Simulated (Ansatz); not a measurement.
Input file:

```
crystal:
  lattice:
    - [2.1852215227, 1.2616382344, 6.4075538406]
    - [-2.1852215227, 1.2616382344, 6.4075538406]
    - [0.0, -2.5232764687, 6.4075538406]
  atoms:
    - { symbol: Ta, position: [0.0, 0.0, 0.0] }
    - { symbol: Si, position: [0.2811124102, 0.2811124102, 0.2811124102] }
    - { symbol: Si, position: [0.5898417998, 0.5898417998, 0.5898417998] }
    - { symbol: Si, position: [0.856762499, 0.856762499, 0.856762499] }
    - { symbol: Si, position: [0.143237501, 0.143237501, 0.143237501] }
    - { symbol: Si, position: [0.4101582002, 0.4101582002, 0.4101582002] }
    - { symbol: Si, position: [0.7188875898, 0.7188875898, 0.7188875898] }
basis:
  ecutwfc: 420
kpoints:
  mp_grid: { grid: [12, 12, 12] }
hamiltonian:
  xc: pbe
scf:
  occupations: { method: gaussian, width: 0.1 }
output:
  forces: true
  stress: true
  eigenvalues: true
  write_density: true
  write_potential: true
  elf: true
  volumetric_format: npy
relax:
  adjacent_minimum: "off"
  f_tol: 0.01
  max_steps: 80
  cell: { stress_tol: 0.05 }
```

Launched as:

```sh
ansatz run input.yaml --threads 1 --pin off --max-ram 2560MiB --backend cpu --events-out ev --progress --plain --runs-dir out
```

Below, planes, directions and counts refer to the conventional cell (a = 4.39 Å, b = 4.39 Å, c = 19.02 Å, α = 90.00°, β = 90.00°, γ = 120.00°).

The fields are those of the run's last geometry, not of the input's.

Space group R-3m; a structure generated by program, which may or may not match a known phase; computed without spin polarisation.

These are results of DFT PBE, scalar-relativistic, plane waves, PAW in Ansatz, not measurements.

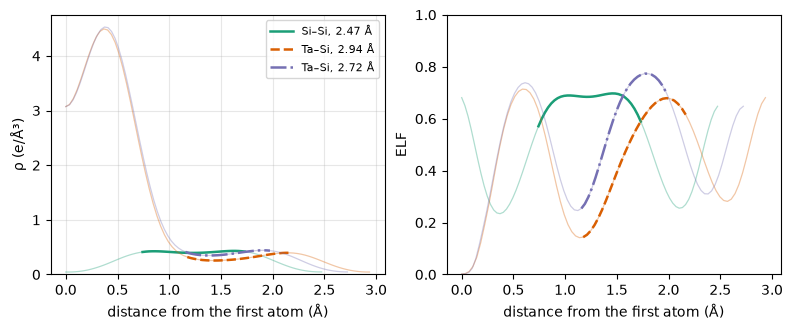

TaSi₆. Valence electron density and electron localisation function along straight lines between neighbouring atoms. Thin, pale parts lie inside the atomic spheres.

The density is the valence pseudo-density of a PAW calculation; it isn't the true density close to the nuclei.

**What can be read from the curves?**

Si–Si (2.47 Å): ρ is about 0.4 e/Å³ halfway; the ELF peaks at about 0.70 between the atoms.
Ta–Si (2.94 Å): ρ is about 0.26 e/Å³ halfway; the ELF peaks at about 0.70 in the valence shell of Si, 1.0 Å from its nucleus, and is about 0.35 at the midpoint.
Ta–Si (2.72 Å): ρ is about 0.35 e/Å³ halfway; the ELF peaks at about 0.75 in the valence shell of Si, 0.9 Å from its nucleus, and is about 0.45 at the midpoint.
